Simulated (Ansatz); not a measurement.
Band structure of ZnSe (F-43m, 2 atoms in the cell).

```yaml
crystal:
  lattice:
    - [0.00000, 2.83244, 2.83244]
    - [2.83244, 0.00000, 2.83244]
    - [2.83244, 2.83244, 0.00000]
  atoms:
    - { symbol: Zn, position: [0.00000, 0.00000, 0.00000] }
    - { symbol: Se, position: [0.75000, 0.75000, 0.75000] }
```

Method of the run: PBE with spin-orbit coupling, harder PAW files (source: ansatz) (plane waves; Ansatz, a program for electronic structure).

Settings: basis.ecutwfc = 660 eV; kpoints.mp_grid.grid = 5 5 5; hamiltonian.xc = pbe; hamiltonian.pseudopotentials = {kind: paw, source: ansatz}; magnetization.noncollinear = true; magnetization.spin_orbit = true; scf.occupations.method = fixed; kpoints.band_path.npoints = 10.

The starting cell comes from a database of computed structures (which also holds hypothetical and non-ambient phases and stackings), without a prior relaxation at this level.

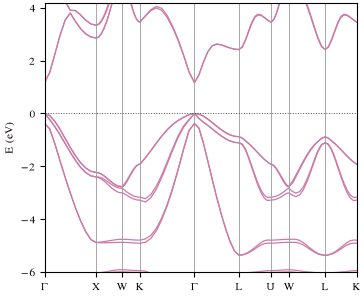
*Bands along the path, energies from the top of the valence band on the path.*

### Question
Read off roughly the gap and where its edges lie.

### Answer
The gap along the path is about 1.2 eV (computed: 1.17 eV), direct at Γ to within 0.01 eV.

Levels in eV from the top of the valence band on the path, bands 33 to 40:
```json
[
 {"point": "Γ", "33": "0.00", "34": "0.00", "35": "0.00", "36": "0.00", "37": "1.17", "38": "1.17", "39": "5.58", "40": "5.58"},
 {"point": "X", "33": "-2.40", "34": "-2.40", "35": "-2.23", "36": "-2.23", "37": "2.85", "38": "2.85", "39": "3.33", "40": "3.33"},
 {"point": "W", "33": "-3.01", "34": "-2.83", "35": "-2.78", "36": "-2.76", "37": "5.26", "38": "5.35", "39": "5.44", "40": "5.52"},
 {"point": "K", "33": "-3.28", "34": "-3.17", "35": "-1.92", "36": "-1.92", "37": "3.45", "38": "3.46", "39": "5.42", "40": "5.52"},
 {"point": "L", "33": "-1.11", "34": "-1.11", "35": "-0.88", "36": "-0.88", "37": "2.42", "38": "2.42", "39": "6.23", "40": "6.23"},
 {"point": "U", "33": "-3.28", "34": "-3.17", "35": "-1.92", "36": "-1.92", "37": "3.45", "38": "3.46", "39": "5.42", "40": "5.52"}
]
```

The net moment of the cell came out as 0.00 μB.

Keys are those of Ansatz 0.2.
